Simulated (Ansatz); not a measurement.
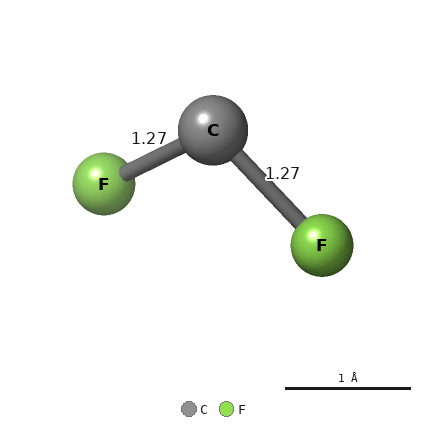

The species has charge +1 and is a spin doublet. Geometry: a fixed input geometry, not necessarily a minimum. Basis: def2-SVP. Computed at fixed atoms with Ansatz. R, U and RO name restricted, unrestricted and restricted open-shell orbitals; core potentials come with def2 and Stuttgart sets past Kr, some runs use density fitting (about 1 meV), and each entry rests on the lowest determinant that the runs found.

```xyz
3
charge 1, multiplicity 2
C     0.1776   -0.1178    0.5501
F    -0.4800   -0.8861   -0.2188
F     0.3911    0.9322   -0.1326
```

Give total energies (hartree), correlation energies and ⟨S²⟩ of the determinant for U-MP2 (3 frozen); U-PBE0; UHF.

```json
{"method": "UHF", "energy (Eh)": "-236.0587", "correlation (mEh)": "–", "⟨S²⟩": "0.76"}
{"method": "U-MP2 (3 frozen)", "energy (Eh)": "-236.5242", "correlation (mEh)": "-465.5", "⟨S²⟩": "0.76"}
{"method": "U-PBE0", "energy (Eh)": "-236.8486", "correlation (mEh)": "–", "⟨S²⟩": "0.75"}
```
